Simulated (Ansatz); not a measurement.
# Decaying states in the gap of SrCaSO, part 2 of 3

Aim: relax a made-up compound, SrCaSO, and see how good a tunnel barrier it would be. It is built by putting O for part of the S in the SrCaS2 structure of space group P4/mmm, with the volume rescaled by atomic radii. The parent structure comes from the Materials Project.

Ansatz 0.2.0; LDA DFT, plane waves, PAW files (the session's first sound run).

So far. Step 2 (Cell and atoms at rest): The largest force component on a free atom ends at 3.6e-29 eV/Å.

The structure was built from a prototype and need not be the compound's stable phase.

### Step 3. The bulk crystal and its band edges

The energy window and the wavevectors of the next steps follow from the band edges, so these are searched first, off the mesh as well.

Input file input.yaml:

```yaml
crystal:
  lattice:
    - [3.7391333957, 0.0, 0.0]
    - [0.0, 3.7391333957, 0.0]
    - [0.0, 0.0, 5.5799772578]
  atoms:
    - { symbol: Sr, position: [0.0, 0.0, 0.0] }
    - { symbol: Ca, position: [0.5, 0.5, 0.5] }
    - { symbol: S, position: [0.0, 0.0, 0.5] }
    - { symbol: O, position: [0.5, 0.5, 0.0] }
kpoints:
  mp_grid: { grid: [6, 6, 4] }
  band_path: { path: [VBM, CBM], npoints: 30 }
scf:
  occupations: { method: fixed }
hamiltonian:
  xc: lda
output:
  eigenvalues: true
  write_potential: true
  write_density: true
  volumetric_format: npy
  elf: true
```

The run is started by

```console
ansatz run input.yaml --threads 2 --pin off --max-ram 4096MiB --backend cpu --events-out ev --progress --plain --runs-dir out
```

Numbers of over 12 decimals in the logs are rounded to 6 here.

Log:

```text
[...]
Crystal: 4 atoms, lattice volume = 78.014 Å³
Basis set: ecut = 420 eV, 1539 PW (Γ)
Bands: 20, of which v1, the nominal top of the filled ones, is band 16 counted from 1 (15 counted from 0)
Symmetry: 16 space group operations
[...]
k-points: 30 of 144
[...]
SCF iter   1: F=—  HF=-6648.787935 eV  |F-HF|=—  |Δ(HF+E_count)|=         —  Δρ=1.23e-2  dr2=1.24e-1  ethr=1.77e-3  ⟨swp⟩=5.1  Hψ=2810  notcnv=0  defer=45
[...]
SCF iter   7: F=-6648.761888 eV  HF=-6648.761888 eV  |F-HF|=5.89e-9  |Δ(HF+E_count)|=   9.87e-9  Δρ=4.60e-6  dr2=1.17e-8  ethr=3.13e-10  ⟨swp⟩=8.7  Hψ=3094  notcnv=0
SCF 1 converged in 7 iterations: F = -6648.761888 eV  dr2 = 1.17e-8
[...]
NSCF: frozen V_eff on 40 k-points
[...]
SCF converged after 7 iterations
Free energy (F): -6648.761888 eV
[...]
Internal energy: -6648.761888 eV  (E = F + TS)
E sigma→0 (E₀):  -6648.761888 eV
Fermi energy:    6.975938 eV
[...]
--- Band table (eV; the first three rows and the last of 30) ---
  k-point 0: bands = [... 12 lower, 6.3739, 6.8227, 6.9759, 6.9759, 8.9625, 10.4171, 11.5917, 11.5917]
  k-point 1: bands = [... 12 lower, 6.3333, 6.3333, 6.9174, 6.9174, 9.0823, 11.2880, 11.5195, 11.8749]
  k-point 2: bands = [... 12 lower, 6.2904, 6.2904, 6.8675, 6.8675, 9.2294, 11.1832, 11.8942, 12.1661]
  k-point 29: bands = [... 12 lower, 5.0286, 6.0278, 6.5063, 6.5063, 10.8145, 10.8145, 12.8550, 12.8550]
```

Run time: 3.6 s. Hardware: 2 threads of Arm Neoverse V2, shared host; peak memory 0.33 GiB.

The column dr2 measures how far the density is from self-consistency, as an energy; F and HF (Harris–Foulkes) agree once it is small.

This step gave:

- Fermi energy: 6.976 eV
- gap on the k-mesh: 1.987 eV
- gap on path: 1.987 eV, by band count; negative where bands overlap
- direct gap on path: 1.987 eV
- edge places on path: 0, 0 1/A along the path

Levels at VBM (eV): -1.72, -0.60, -0.60, -0.15, 0.00, 0.00, 1.99, 3.44, 4.62, 4.62.

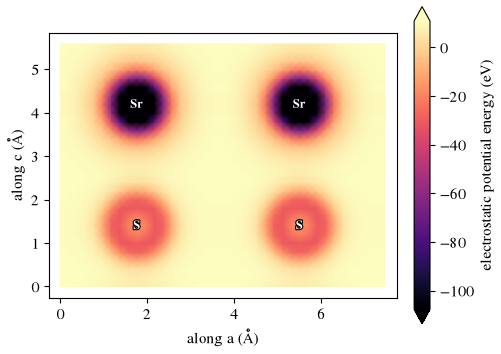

Electrostatic potential energy in the ac plane at fractional y = 0.000, with atoms of Sr and S within 0.2 Å of it. With pseudopotentials it is smooth inside the atoms' cores, unlike the true potential. The map starts off the cell's origin, so that atoms lie inside it.

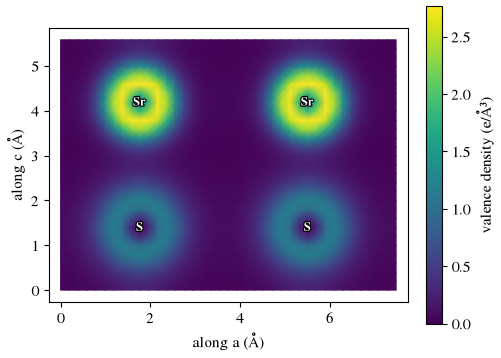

Valence density in the ac plane at fractional y = 0.000, with atoms of Sr and S within 0.2 Å of it. It is the smooth field of the valence electrons, not physical close to the nuclei. The map starts off the cell's origin, so that atoms lie inside it.

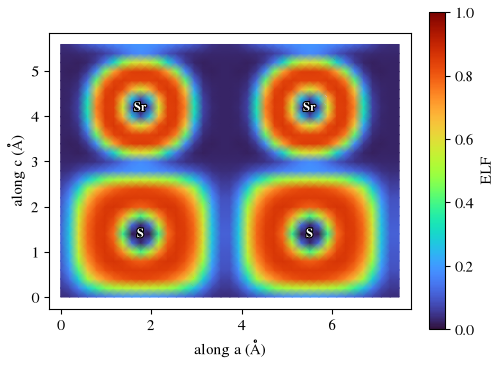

ELF in the ac plane at fractional y = 0.000, with atoms of Sr and S within 0.2 Å of it. It is the smooth field of the valence electrons, not physical close to the nuclei. The map starts off the cell's origin, so that atoms lie inside it.

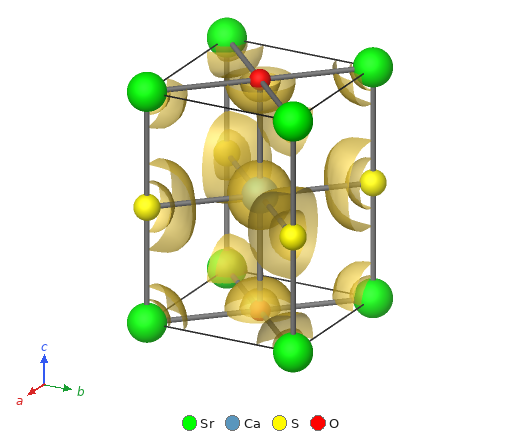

Surface of ELF = 0.79.

The searched edges give 1.99 eV, as on the mesh.

### Step 4. Complex bands, plane (001), k-mesh 6×6×4

This step: LDA DFT, plane waves, PAW files; complex bands by layer matching along the plane's normal (Ansatz 0.2.0).

The same crystal is laid in a cell whose first two vectors span the (001) plane (indices of the standard conventional cell, whose axes can be ordered otherwise than in the bulk input). At fixed energy and wavevector in the plane the solver finds all kz, real and complex. A few wavevectors are listed, (0, 0) and (0.5, 0) in units of the plane's reciprocal vectors; the slowest state needn't be among them.

Input file input.yaml:

```yaml
crystal:
  lattice:
    - [3.739133396, 0.0, 0.0]
    - [0.0, 3.739133396, 0.0]
    - [0.0, 0.0, 5.579977258]
  atoms:
    - { symbol: Sr, position: [0.0, 0.0, 0.0] }
    - { symbol: Ca, position: [0.5, 0.5, 0.5] }
    - { symbol: S, position: [0.0, 0.0, 0.5] }
    - { symbol: O, position: [0.5, 0.5, 0.0] }
kpoints:
  mp_grid: { grid: [6, 6, 4] }
scf:
  occupations: { method: fixed }
hamiltonian:
  xc: lda
output:
  eigenvalues: true
  transmission:
    leads: [[0, 0]]
    kpoints: [[0.0, 0.0], [0.5, 0.0]]
    e_range: [-1.0, 2.99]
    de: 0.08
```

Log:

```text
[...]
Crystal: 4 atoms, lattice volume = 78.014 Å³
Basis set: ecut = 420 eV, 1539 PW (Γ)
Bands: 20, of which v1, the nominal top of the filled ones, is band 16 counted from 1 (15 counted from 0)
Symmetry: 16 space group operations
[...]
k-points: 30 of 144
[...]
SCF iter   1: F=—  HF=-6648.787935 eV  |F-HF|=—  |Δ(HF+E_count)|=         —  Δρ=1.23e-2  dr2=1.24e-1  ethr=1.77e-3  ⟨swp⟩=5.1  Hψ=2810  notcnv=0  defer=45
[...]
SCF iter   7: F=-6648.761888 eV  HF=-6648.761888 eV  |F-HF|=5.88e-9  |Δ(HF+E_count)|=   9.90e-9  Δρ=4.60e-6  dr2=1.17e-8  ethr=3.13e-10  ⟨swp⟩=8.7  Hψ=3094  notcnv=0
SCF 1 converged in 7 iterations: F = -6648.761888 eV  dr2 = 1.17e-8
[...]
transmission: 10 of 20 steps passed
transmission: 20 of 20 steps passed
SCF converged after 7 iterations
Free energy (F): -6648.761888 eV
[...]
Internal energy: -6648.761888 eV  (E = F + TS)
E sigma→0 (E₀):  -6648.761888 eV
Fermi energy:    6.975938 eV
[...]
--- Band table (eV; the first three rows and the last of 30) ---
  k-point 0: bands = [... 12 lower, 6.3739, 6.8227, 6.9759, 6.9759, 8.9625, 10.4171, 11.5917, 11.5917]
  k-point 1: bands = [... 12 lower, 6.3333, 6.3333, 6.9174, 6.9174, 9.0823, 11.2880, 11.5195, 11.8749]
  k-point 2: bands = [... 12 lower, 6.2904, 6.2904, 6.8675, 6.8675, 9.2294, 11.1832, 11.8942, 12.1661]
  k-point 29: bands = [... 12 lower, 5.0286, 6.0278, 6.5063, 6.5063, 10.8145, 10.8145, 12.8550, 12.8550]
--- Transmission ---
  basis      : 121 plane waves across, 10 finite elements along
  points     : 2, as listed
  energies   : 50 from -1.000000 to 2.920000 eV about the Fermi level, 0.080000 eV apart; the leads are filled to 0.993289 eV, and channels, transmission and decay are at 1.000000 eV
  crystal 0  : Sr1O1Ca1S1, at the sites [0, 0], period 5.5800 Å: whole cells are its period
    offset         : up to 0.0000 Å between an atom of the period and one for which it stands
    channels       : 0.000000e0 a spin
    conductance    : none, the energies end too early or step too widely for 300 K: set another output.transmission.e_range or a lower de, or, where they end at an eighth of basis.ecutwfc, a higher one
    slowest decay  : 0.2096 /Å at (0.0000, 0.0000)
```

Wall time 9.7 s (2 threads); peak memory 0.38 GiB; 12 s of CPU time.

This step gave:

| Item | Value |
| --- | --- |
| level to which the leads are filled | 0.9933 eV from the Fermi level |
| decay constant at the filling level, zone centre | 0.2096 Å⁻¹ |
| decay constant at the filling level, slowest listed point | 0.2096 Å⁻¹ |

K parallel (0, 0); values up to 1.5 1/Å, a degenerate pair printed once or twice; energies at which all values exceed this have no row. Im kz of the slowest decaying states against energy, zero at the highest filled level on the SCF mesh:

```
energy (eV)  decay 1 (Å⁻¹)  decay 2 (Å⁻¹)  decay 3 (Å⁻¹)  decay 4 (Å⁻¹)
     -1.000          0.330          0.493          0.911           1.03
     -0.520          0.332          0.408          0.689          0.952
     -0.040         0.0867          0.455          0.745          0.870
      0.520          0.181          0.442          0.487          0.759
      1.000          0.210          0.491          0.502          0.643
      1.480          0.220          0.484          0.503          0.507
      1.960          0.123          0.216          0.495          0.504
      2.520          0.192          0.260          0.467          0.491
```

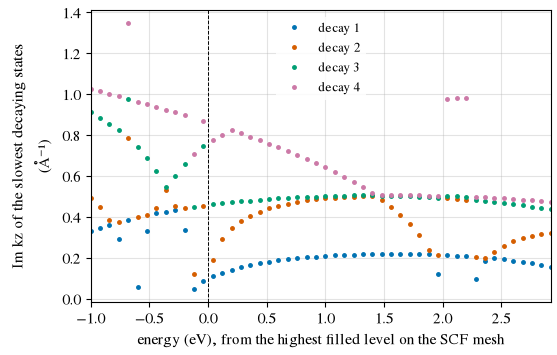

Im kz of the slowest decaying states against energy.

K parallel (0.5, 0); values up to 1.5 1/Å, a degenerate pair printed once or twice; energies at which all values exceed this have no row. Im kz of the slowest decaying states against energy, zero at the highest filled level on the SCF mesh:

```
energy (eV)  decay 1 (Å⁻¹)  decay 2 (Å⁻¹)  decay 3 (Å⁻¹)  decay 4 (Å⁻¹)
    -1.0000          0.180          0.248          0.402          0.552
    -0.7600          0.268          0.411          0.487          0.607
    -0.5200          0.288          0.465          0.632          0.641
    -0.2800          0.305          0.493          0.649          0.710
    -0.0400          0.320          0.511          0.661          0.751
     0.2800          0.336          0.523          0.670          0.776
     0.5200          0.345          0.528          0.674          0.783
     0.7600          0.353          0.529          0.675          0.785
     1.0000          0.359          0.528          0.675          0.785
     1.2400          0.364          0.524          0.672          0.782
     1.4800          0.368          0.519          0.668          0.776
     1.7200          0.370          0.511          0.662          0.768
     1.9600          0.372          0.501          0.655          0.758
     2.2800          0.373          0.486          0.644          0.741
     2.5200          0.372          0.471          0.634          0.726
     2.7600          0.371          0.455          0.623          0.708
```

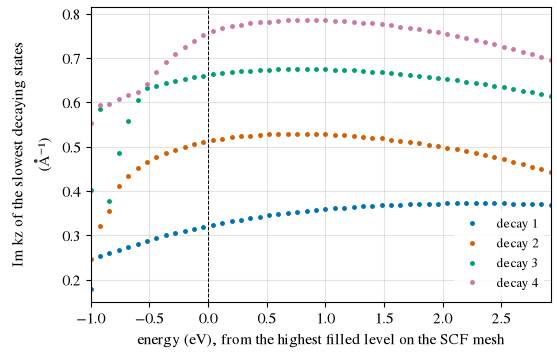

Im kz of the slowest decaying states, plotted against energy.

At the listed wavevectors the last open channel is at -0.04 eV and the next at +2.04 eV on the grid. At +1.00 eV, the grid energy nearest the filling level (the middle of the gap on the SCF mesh), the slowest state at the listed wavevectors decays with κ = 0.210 Å⁻¹, its amplitude falling by e over 4.8 Å. Through 1 nm of this crystal that state's transmission falls by exp(−2 × 0.210 Å⁻¹ × 10 Å) = 0.015.

### Step 5. Complex bands, plane (110), k-mesh 4×8×8

The same for the (110) plane, at (0, 0) and (0.5, 0), to see how the decay depends on direction.

Input file input.yaml:

```yaml
crystal:
  lattice:
    - [5.579977258, 0.0, 0.0]
    - [0.0, 5.28793316, 0.0]
    - [0.0, 2.64396658, 2.64396658]
  atoms:
    - { symbol: Sr, position: [0.0, 0.0, 0.0] }
    - { symbol: Ca, position: [0.5, 0.5, 0.0] }
    - { symbol: S, position: [0.5, 0.0, 0.0] }
    - { symbol: O, position: [0.0, 0.5, 0.0] }
kpoints:
  mp_grid: { grid: [4, 8, 8] }
scf:
  occupations: { method: fixed }
hamiltonian:
  xc: lda
output:
  eigenvalues: true
  transmission:
    leads: [[0, 0]]
    kpoints: [[0.0, 0.0], [0.5, 0.0]]
    e_range: [-1.0, 2.99]
    de: 0.1
```

Log:

```text
[...]
Crystal: 4 atoms, lattice volume = 78.014 Å³
Basis set: ecut = 420 eV, 1539 PW (Γ)
Bands: 20, of which v1, the nominal top of the filled ones, is band 16 counted from 1 (15 counted from 0)
Symmetry: 16 space group operations
[...]
k-points: 45 of 256
[...]
SCF iter   1: F=—  HF=-6648.788928 eV  |F-HF|=—  |Δ(HF+E_count)|=         —  Δρ=1.22e-2  dr2=1.23e-1  ethr=1.77e-3  ⟨swp⟩=5.3  Hψ=4260  notcnv=0  defer=67
[...]
SCF iter   7: F=-6648.762634 eV  HF=-6648.762634 eV  |F-HF|=5.77e-9  |Δ(HF+E_count)|=   1.10e-8  Δρ=4.53e-6  dr2=1.08e-8  ethr=3.13e-10  ⟨swp⟩=8.3  Hψ=4593  notcnv=0
SCF 1 converged in 7 iterations: F = -6648.762634 eV  dr2 = 1.08e-8
[...]
transmission: 5 of 10 steps passed
transmission: 10 of 10 steps passed
SCF converged after 7 iterations
Free energy (F): -6648.762634 eV
[...]
Internal energy: -6648.762634 eV  (E = F + TS)
E sigma→0 (E₀):  -6648.762634 eV
Fermi energy:    6.975877 eV
[...]
--- Band table (eV; the first three rows and the last of 45) ---
  k-point 0: bands = [... 12 lower, 6.3731, 6.8225, 6.9759, 6.9759, 8.9626, 10.4170, 11.5918, 11.5918]
  k-point 1: bands = [... 12 lower, 5.8907, 6.3316, 6.6822, 6.8752, 9.9805, 10.9508, 11.0693, 12.1736]
  k-point 2: bands = [... 12 lower, 5.5368, 5.8599, 6.4834, 6.7497, 10.1210, 11.8240, 11.9608, 11.9857]
  k-point 44: bands = [... 12 lower, 5.1961, 5.6709, 5.9813, 6.0462, 12.2509, 12.8498, 13.1487, 13.1629]
--- Transmission ---
  basis      : 255 plane waves across, 5 finite elements along
  points     : 2, as listed
[...]
crystal 0  : Sr1Ca1S1O1, at the sites [0, 0], period 2.6440 Å: whole cells are its period
[...]
channels       : 0.000000e0 a spin
[...]
slowest decay  : 0.2164 /Å at (0.0000, 0.0000)
```

Run time: 32 s. Hardware: 2 threads; peak memory 0.6 GiB.

This step gave:

- free energy: -6648.7626 eV
- decay constant at the filling level, zone centre: 0.2164 Å⁻¹
- decay constant at the filling level, slowest listed point: 0.2164 Å⁻¹

K parallel (0, 0); values up to 1.5 1/Å, a degenerate pair printed once or twice; energies at which all values exceed this have no row. Im kz of the slowest decaying states against energy, zero at the highest filled level on the SCF mesh:

```csv
energy (eV),decay 1 (Å⁻¹),decay 2 (Å⁻¹),decay 3 (Å⁻¹),decay 4 (Å⁻¹)
-1.000,0.348,0.603,0.728,0.884
-0.500,0.0837,0.0893,0.109,0.388
0.000,0.0118,0.0256,0.174,0.209
0.500,0.175,0.240,0.272,0.274
1.000,0.216,0.225,0.260,0.315
1.500,0.173,0.215,0.233,0.338
2.000,0.117,0.235,0.243,0.348
2.500,0.222,0.343,0.368,0.460
```

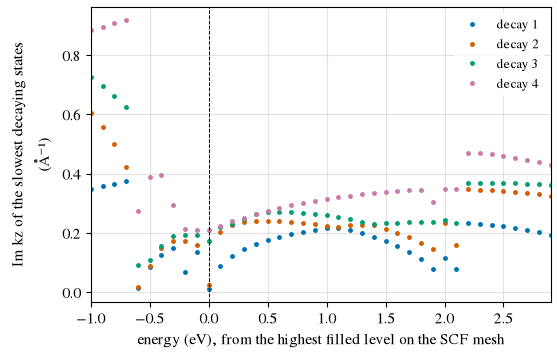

Im kz of the slowest decaying states against energy.

K parallel (0, 0). The Re kz of states that move upwards by energy, zero at the highest filled level on the SCF mesh:

```csv
energy (eV),channel 1 (Å⁻¹),channel 2 (Å⁻¹),channel 3 (Å⁻¹),channel 4 (Å⁻¹),channel 5 (Å⁻¹)
-1.000,-0.452,-0.260,-0.185,0.740,0.877
-0.500,-0.608,-0.246,0.976,-,-
0.000,-,-,-,-,-
0.500,-,-,-,-,-
1.000,-,-,-,-,-
1.500,-,-,-,-,-
2.000,0.0308,-,-,-,-
2.500,-1.02,-0.852,0.201,-,-
```

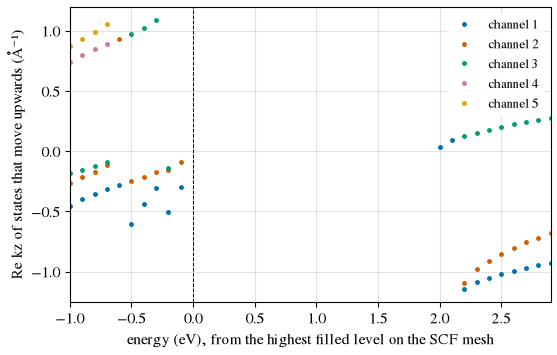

Re kz of states that move upwards against energy.

K parallel (0.5, 0); values up to 1.5 1/Å, a degenerate pair printed once or twice; energies at which all values exceed this have no row. Table of Im kz of the slowest decaying states by energy, zero at the highest filled level on the SCF mesh:

| energy (eV) | decay 1 (Å⁻¹) | decay 2 (Å⁻¹) | decay 3 (Å⁻¹) | decay 4 (Å⁻¹) |
| --- | --- | --- | --- | --- |
| -1.000 | 0.152 | 0.217 | 0.252 | 0.408 |
| -0.500 | 0.141 | 0.148 | 0.288 | 0.390 |
| 0.000 | 0.116 | 0.224 | 0.225 | 0.240 |
| 0.500 | 0.245 | 0.262 | 0.263 | 0.410 |
| 1.000 | 0.253 | 0.284 | 0.301 | 0.436 |
| 1.500 | 0.214 | 0.294 | 0.333 | 0.439 |
| 2.000 | 0.133 | 0.296 | 0.350 | 0.431 |
| 2.500 | 0.291 | 0.357 | 0.412 | 0.418 |

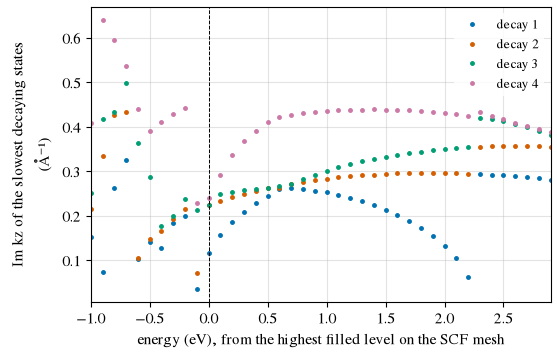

Im kz of the slowest decaying states against energy.

At the listed wavevectors the last open channel is at -0.10 eV and the next at +2.00 eV on the grid. At +1.00 eV, the grid energy nearest the filling level (the middle of the gap on the SCF mesh), the slowest state at the listed wavevectors decays with κ = 0.216 Å⁻¹, its amplitude falling by e over 4.6 Å; the first such run, plane (001), gave 0.210 Å⁻¹.

### Step 6. Band edges at another level, cutoff 1142.88 eV

This step: LDA DFT, plane waves, norm-conserving files (Ansatz 0.2.0).

The edges again with norm-conserving files, at the same atoms. Against that run the cutoff is 1143 eV against 420.

Input file input.yaml:

```yaml
crystal:
  lattice:
    - [3.7391333957, 0.0, 0.0]
    - [0.0, 3.7391333957, 0.0]
    - [0.0, 0.0, 5.5799772578]
  atoms:
    - { symbol: Sr, position: [0.0, 0.0, 0.0] }
    - { symbol: Ca, position: [0.5, 0.5, 0.5] }
    - { symbol: S, position: [0.0, 0.0, 0.5] }
    - { symbol: O, position: [0.5, 0.5, 0.0] }
kpoints:
  mp_grid: { grid: [6, 6, 4] }
  band_path: { path: [VBM, CBM], npoints: 30 }
scf:
  occupations: { method: fixed }
hamiltonian:
  xc: lda
  pseudopotentials: { kind: nc }
output:
  eigenvalues: true
```

Log:

```text
[...]
Crystal: 4 atoms, lattice volume = 78.014 Å³
Basis set: ecut = 1142.878222 eV, 6891 PW (Γ)
Bands: 20, of which v1, the nominal top of the filled ones, is band 16 counted from 1 (15 counted from 0)
Symmetry: 16 space group operations
[...]
k-points: 30 of 144
[...]
SCF iter   1: F=—  HF=-2744.712725 eV  |F-HF|=—  |Δ(HF+E_count)|=         —  Δρ=1.22e-1  dr2=1.34e1  ethr=3.10e-3  ⟨swp⟩=8.2  Hψ=4070  notcnv=0  defer=53
[...]
SCF iter  10: F=-2742.422329 eV  HF=-2742.422329 eV  |F-HF|=5.14e-8  |Δ(HF+E_count)|=   1.13e-7  Δρ=8.41e-6  dr2=6.24e-8  ethr=3.13e-10  ⟨swp⟩=13.3  Hψ=4284  notcnv=0
SCF 1 converged in 10 iterations: F = -2742.422329 eV  dr2 = 6.24e-8
[...]
SCF converged after 10 iterations
Free energy (F): -2742.422329 eV
[...]
Internal energy: -2742.422329 eV  (E = F + TS)
E sigma→0 (E₀):  -2742.422329 eV
Fermi energy:    7.059402 eV
[...]
--- Band table (eV; the first three rows and the last of 30) ---
  k-point 0: bands = [... 12 lower, 6.4563, 6.9044, 7.0594, 7.0594, 9.0486, 10.5050, 11.6760, 11.6760]
  k-point 1: bands = [... 12 lower, 6.4157, 6.4157, 7.0007, 7.0007, 9.1682, 11.3757, 11.6082, 11.9568]
  k-point 2: bands = [... 12 lower, 6.3729, 6.3729, 6.9511, 6.9511, 9.3149, 11.2727, 11.9760, 12.2566]
  k-point 29: bands = [... 12 lower, 5.1124, 6.1108, 6.5895, 6.5895, 10.8985, 10.8985, 12.9426, 12.9426]
```

Elapsed: 15 s, on 2 threads; peak memory 0.47 GiB; 30 s of CPU time.

This step gave:

- free energy: -2742.4223 eV
- Fermi energy: 7.059 eV
- gap on the k-mesh: 1.989 eV
- gap on path: 1.989 eV, by band count; negative where bands overlap
- direct gap on path: 1.989 eV

Levels at VBM (eV): -1.72, -0.60, -0.60, -0.15, 0.00, 0.00, 1.99, 3.45, 4.62, 4.62.

The searched edges give 1.99 eV, as on the mesh.

[end of part 2 of 3]

[Logs are printed without paths, hosts, clocks, repeated set-up lines and the standing remarks that a program may print on its own settings, such as how far it seeks lower states.]

[Hosts, paths, dates, database ids (printed as entryN), source tags and the programs' standing remarks are cut or masked in the printed files.]
